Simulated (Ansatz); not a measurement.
# Profile along the Si–Si line in Si (diamond)

Si (diamond), conventional cell a = b = c = 5.4699 Å, α = β = γ = 90.00°. The calculation uses the primitive cell of 2 atoms, to which meshes and values per cell refer.

Fields along a shortest Si–Si line of a {110} plane (2.37 Å), from Si to Si, interpolated on the slice's grid (step about 0.2 Å). Method: PBE (plane waves to 420 eV, PAW, scalar-relativistic; Ansatz, a first-principles code). k mesh 10×10×10. Inside the PAW spheres the values are not all-electron values, and peaks at nuclei hang on which shells count as valence. Si was relaxed with its symmetry unable to fall. The PAW data are Ansatz's earlier set.

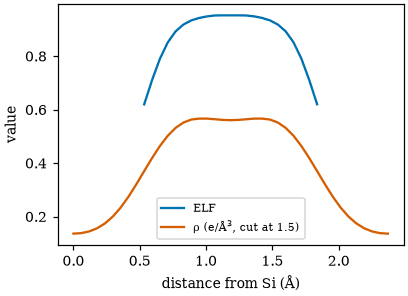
ELF (away from the nuclei) and valence density from Si to Si.

Density on the Si–Si line (2.37 Å) at its midpoint: 0.56 e/Å³. ELF at that point: 1.0. ELF maximum in the middle third of the Si–Si line: 0.95, 1.2 Å from Si.
